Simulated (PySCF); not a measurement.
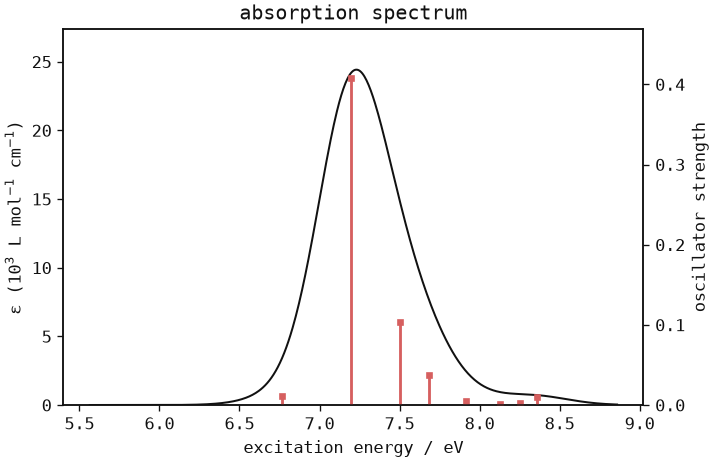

Computed absorption of C₄H₉BF₂Si, SMILES C=C[SiH2]CCB(F)F. Vertical TDDFT excitations, CAM-B3LYP/def2-SVPD with PySCF 2.14.0, at a GFN2-xTB geometry (no frequency check), gas phase. The lowest 8 singlet states are shown; each is broadened by a Gaussian of 1/e half-width 0.30 eV. Sticks give oscillator strengths (right axis).

Does any vertical transition fall in the visible?

Answer. No singlet lies below 3.1 eV (beyond 400 nm), so at this level no vertical transition falls in the visible.

Which of the computed transitions is the brightest, and what character does the calculation give it?

Answer. S2 at 7.20 eV (172 nm), f = 0.407, mainly HOMO → LUMO (84 %).

Known limits of this run: the tight-binding geometry is rougher than a DFT one and adds to the error; one conformer of a flexible molecule; core orbitals are frozen in the response.
